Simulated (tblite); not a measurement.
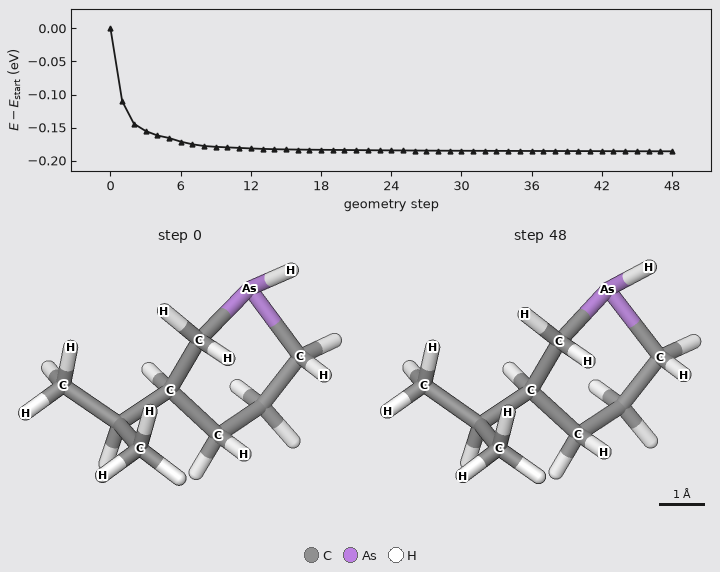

First and last geometry of a relaxation of C8H17As, with the history of the run. A stick model, seen at a tilt.

All numbers below come from GFN2-xTB geometry optimisation, gas phase (tblite 0.8.0). 

What do the curves and the structures tell?

Answer. It converged. The energy falls by 0.186 eV in 48 geometry steps. An H atom moves most after the best rigid fit: 0.11 Å. Largest moves by element: H 0.11 Å, C 0.06 Å, As 0.04 Å. Among the contacts that change: C–H 1.127 → 1.093 Å, As–H 1.548 → 1.515 Å, C–C 1.565 → 1.533 Å, C–H 1.113 → 1.087 Å. Among the angles between lasting bonds that change: C–C–As 110.7° → 108.7°. Cost: 0.5 s on 1 thread of Arm Neoverse V1, with other jobs on the host.
